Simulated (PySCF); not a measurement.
```xyz
11

B     2.0973    0.0733   -0.2565
N     0.7834    0.3166    0.1266
Si   -0.6571   -0.6336   -0.1220
N    -1.9227    0.5102    0.1422
H     2.9447    0.8269    0.0478
H     2.3295   -0.8821   -0.8925
H     0.6203    1.1425    0.6852
H    -0.8290   -1.6456    0.9240
H    -0.5797   -1.2388   -1.4564
H    -2.8653    0.1617    0.1975
H    -1.9160    1.3717   -0.3820
```

Geometry: GFN2-xTB.

Computed with CAM-B3LYP/def2-SVPD, SCF density, gas phase (PySCF).

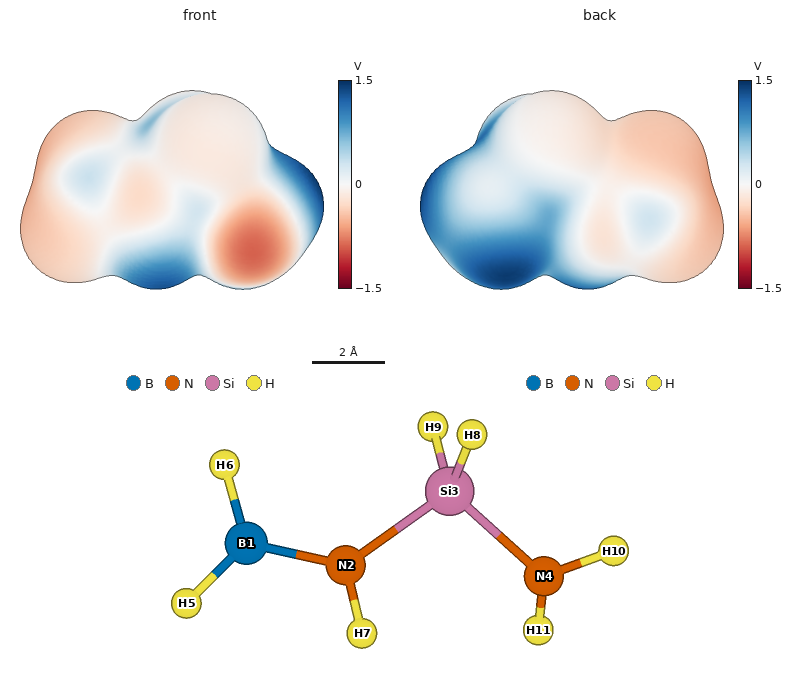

BH$_{7}$N$_{2}$Si. The molecular electrostatic potential painted on the density surface at 0.001 e/bohr³, seen from the front and from behind; the colour scale runs from red (negative) to blue (positive). The bare structure is drawn below in the same view.

Question: Where is the surface potential most negative and most positive?

Answer: The most negative region (about −0.9 V) lies over N4, the most positive (about +1.4 V) over H10 and H11.

Question: What dipole moment does the calculation give?

Answer: Its dipole moment is 2.29 D.
